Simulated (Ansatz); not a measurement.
**CH5Ge (SMILES [CH3][GeH2]): U-r2SCAN/def2-TZVP**

Aim: the vertical doublet–quartet gap of CH5Ge at U-r2SCAN/def2-TZVP, from 2 runs. 

The calculation is run with Ansatz 0.2.0.

36 further runs of the same task are left out: 36 set aside as unsound or not needed.

### Step 1. The molecule

The species is CH5Ge (7 atoms), meant as a doublet with charge 0. SMILES: `[CH3][GeH2]`. The coordinates come from a PBE0-D4/def2-TZVP relaxation.

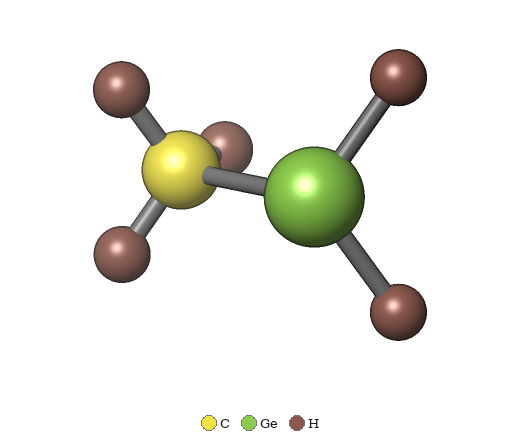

Viewed from a chosen angle; carbon yellow, germanium green, hydrogen brown.

### Step 2. The energy at U-r2SCAN/def2-TZVP

Input file in.yaml:

```yaml
crystal:
  periodic: [false, false, false]
  atoms:
    - {symbol: C, position_ang: [-0.247600, -0.809300, -0.206400]}
    - {symbol: Ge, position_ang: [0.396000, 0.824800, 0.663000]}
    - {symbol: H, position_ang: [-1.153200, -1.166400, 0.283800]}
    - {symbol: H, position_ang: [0.513100, -1.588100, -0.157000]}
    - {symbol: H, position_ang: [-0.473200, -0.603400, -1.255600]}
    - {symbol: H, position_ang: [-0.673100, 1.940800, 0.621200]}
    - {symbol: H, position_ang: [1.699200, 1.333700, 0.005300]}
basis:
  gaussian:
    orbitals: def2-TZVP
magnetization:
  spin_polarized: true
  initial_magnetization: 1
hamiltonian:
  xc: {name: r2SCAN}
output: {orbitals: {seedname: orbitals}}
accuracy: high
```

Launch:

```console
$ ansatz run in.yaml --threads 1 --pin off --max-ram 3480MiB --events-out events.jsonl --progress --plain --runs-dir runs
```

Log:

```text
Warning: RAYON_NUM_THREADS=1 ignored (pool sized by the plan → 1); use --threads N
Functional definition: r2SCAN
  name "r2SCAN"
  parameter k0 = 0.174
  parameter k1 = 0.065
  parameter a1 = 4.9479
  exchange = r2scan_x(k0 = k0, k1 = k1, a1 = a1)
  correlation = r2scan_c
1947 factors; integrals over basis functions are off by at most 4.7e-9 eV
mean field evaluation 1: about -57627.8668 eV, gradient 4.1e1 eV
mean field evaluation 2: about -57617.9948 eV, gradient 5.5e1 eV
mean field evaluation 4: about -57635.0033 eV, gradient 1.4e0 eV
mean field evaluation 8: about -57635.0125 eV, gradient 2.6e-2 eV
mean field evaluation 16: about -57635.0125 eV, gradient 2.4e-5 eV
mean field -57635.01252419 eV, -2118.0476438495 hartree, gradient 4.0e-8 eV, S^2 0.753143; 0 other end points of the search recorded, 0 dependent functions left out
reference -57635.01252677 eV, -2118.0476439441 hartree; 22, 21 occupied and 87, 88 virtual orbitals, 1947 factors
Total energy: -57635.01252677 eV, -2118.0476439441 hartree
```

Run time: 22 s. Hardware: 1 thread of Arm Neoverse V2, shared host; peak memory 0.41 GiB.

### Step 3. The quartet, same level

Input file run.yaml:

```yaml
crystal:
  periodic: [false, false, false]
  atoms:
    - {symbol: C, position_ang: [-0.247600, -0.809300, -0.206400]}
    - {symbol: Ge, position_ang: [0.396000, 0.824800, 0.663000]}
    - {symbol: H, position_ang: [-1.153200, -1.166400, 0.283800]}
    - {symbol: H, position_ang: [0.513100, -1.588100, -0.157000]}
    - {symbol: H, position_ang: [-0.473200, -0.603400, -1.255600]}
    - {symbol: H, position_ang: [-0.673100, 1.940800, 0.621200]}
    - {symbol: H, position_ang: [1.699200, 1.333700, 0.005300]}
basis:
  gaussian: {orbitals: def2-TZVP}
magnetization: {spin_polarized: true, initial_magnetization: 3}
hamiltonian: {xc: {name: r2SCAN}}
accuracy: high
output: {orbitals: {seedname: orbitals}}
```

Launch:

```console
$ ansatz run run.yaml --threads 1 --pin off --max-ram 3480MiB --events-out events.jsonl --progress --plain --runs-dir runs
```

Log (excerpt; [...] marks lines left out):

```text
Warning: RAYON_NUM_THREADS=1 ignored (pool sized by the plan → 1); use --threads N
[... 7 set-up lines as earlier in the session ...]
1947 factors; integrals over basis functions are off by at most 4.7e-9 eV
mean field evaluation 1: about -57616.7954 eV, gradient 4.6e1 eV
mean field evaluation 2: about -57574.7645 eV, gradient 8.0e1 eV
mean field evaluation 4: about -57622.2098 eV, gradient 2.3e1 eV
mean field evaluation 8: about -57627.3709 eV, gradient 1.4e0 eV
mean field evaluation 16: about -57627.3834 eV, gradient 7.7e-3 eV
mean field evaluation 32: about -57627.3834 eV, gradient 1.8e-7 eV
mean field evaluation 64: about -57626.9942 eV, gradient 4.0e0 eV
mean field -57627.38340877 eV, -2117.7672790288 hartree, gradient 7.3e-8 eV, S^2 3.756260; 10 other end points of the search recorded, 0 dependent functions left out
reference -57627.38341135 eV, -2117.7672791238 hartree; 23, 20 occupied and 86, 89 virtual orbitals, 1947 factors
Total energy: -57627.38341135 eV, -2117.7672791238 hartree
```

Run time: 80 s. Hardware: 1 thread of Arm Neoverse V2, shared host; peak memory 0.45 GiB.

### Step 4. Summary of results

Level: U-r2SCAN/def2-TZVP.

| quantity | value |
| --- | --- |
| doublet: total energy | -2118.04764 Eh |
| doublet: HOMO energy (highest over α and β) | -5.14 eV |
| doublet: LUMO energy (lowest over α and β) | -2.90 eV |
| doublet: ⟨S²⟩ | 0.753 |
| quartet: total energy | -2117.76728 Eh |
| quartet: HOMO energy (highest over α and β) | -1.15 eV |
| quartet: ⟨S²⟩ | 3.756 |
| vertical energy of the quartet above the doublet | 7.629 eV |

What this shows: At this shape the quartet lies 7.63 eV (176 kcal/mol) above the doublet.
